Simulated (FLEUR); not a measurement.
Band structure of Tl (P6_3/mmc, 2 atoms in the cell).

```xyz
2
Lattice="1.7165 -2.9731 0.0000 1.7165 2.9731 0.0000 0.0000 0.0000 5.4769" Properties=species:S:1:pos:R:3 pbc="T T T"
Tl     1.7165     0.9910     1.3692
Tl     1.7165    -0.9910     4.1077
```

Method: PBE, all-electron FLAPW (FLEUR), scalar-relativistic valence in FLEUR.

Settings: Kmax = 3.8 1/bohr; GmaxXC = 15.2 1/bohr; xcFunctional = pbe; jspins = 1; l_soc = F; mode = hist; fermiSmearingEnergy = 0.00183747 Htr; mesh (inpgen div1-3) = 8 8 4; inpgen gamma flag = true; Gmax = 15.2 1/bohr; numbands = 0; maxIterBroyd = 40; imix = Anderson; alpha = 0.05.

The starting cell has typed, rounded lattice constants, without a prior relaxation at this level. Its lattice was rescaled by a random factor within 2.5 % of one. Spin-orbit coupling is off. Values depend on the basis (sphere radii, cutoffs, local orbitals), which need not be converged.

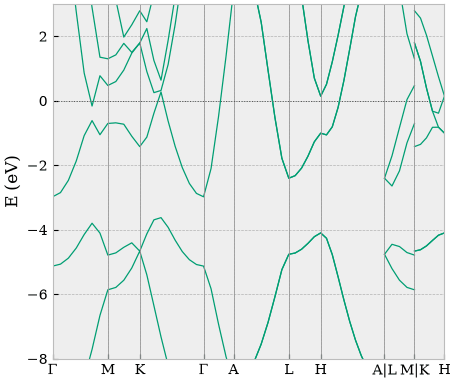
Fig. 1. Bands along the path, energies from the Fermi level.

Levels in eV from the Fermi level, bands 10 to 17:
| point | 10 | 11 | 12 | 13 | 14 | 15 | 16 | 17 |
|---|---|---|---|---|---|---|---|---|
| Γ | -11.13 | -10.26 | -5.13 | -2.98 | 8.06 | 8.06 | 10.19 | 10.19 |
| M | -11.07 | -5.86 | -4.79 | -0.71 | 0.47 | 1.30 | 3.81 | 3.85 |
| K | -11.11 | -4.66 | -4.66 | -1.42 | 1.79 | 1.79 | 2.79 | 3.13 |
| A | -11.24 | -8.79 | -8.79 | 3.42 | 3.42 | 9.06 | 9.06 | 9.06 |
| L | -11.09 | -4.76 | -4.76 | -2.40 | -2.40 | 5.58 | 5.58 | 6.24 |
| H | -11.11 | -4.10 | -4.10 | -1.01 | -1.01 | 0.14 | 0.14 | 7.77 |
